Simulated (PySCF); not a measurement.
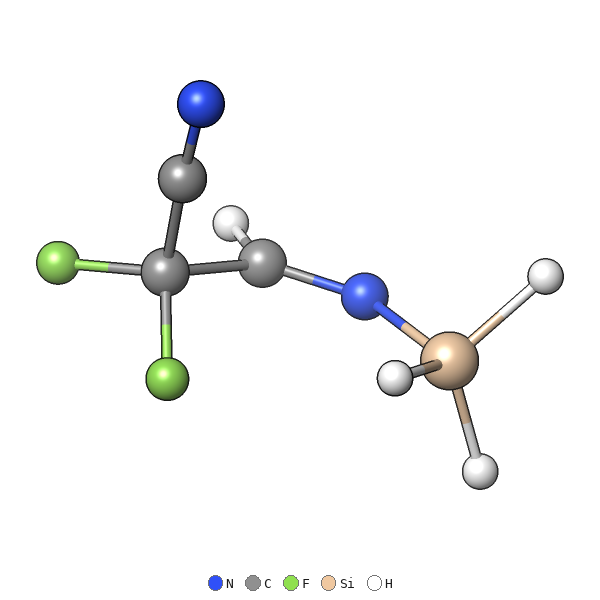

The computed structure is the end point of a GFN2-xTB optimisation. No frequency run is at hand to confirm it as a minimum. Properties computed with ωB97X-D/def2-SVPD, gas phase (PySCF 2.14.0). Excitations: vertical, linear response.

What does the calculation give?

The species is C3H4F2N2Si (`N#CC(F)(F)/C=N\[SiH3]`).
- dipole moment: 1.77 D
- HOMO energy (Kohn–Sham orbital): −9.82 eV
- LUMO energy (Kohn–Sham orbital): −0.36 eV
- HOMO–LUMO gap: 9.46 eV
- mean static polarisability: 73.2 bohr³
- lowest vertical singlet excitation: 3.93 eV
- its oscillator strength: 0.001
- brightest of the 8 lowest singlets: 7.22 eV
- its oscillator strength: 0.20

The geometry is semi-empirical. Around Si such bond lengths and angles can be off by a tenth of an ångström or more and by several degrees, and values that hang on the shape move with them.
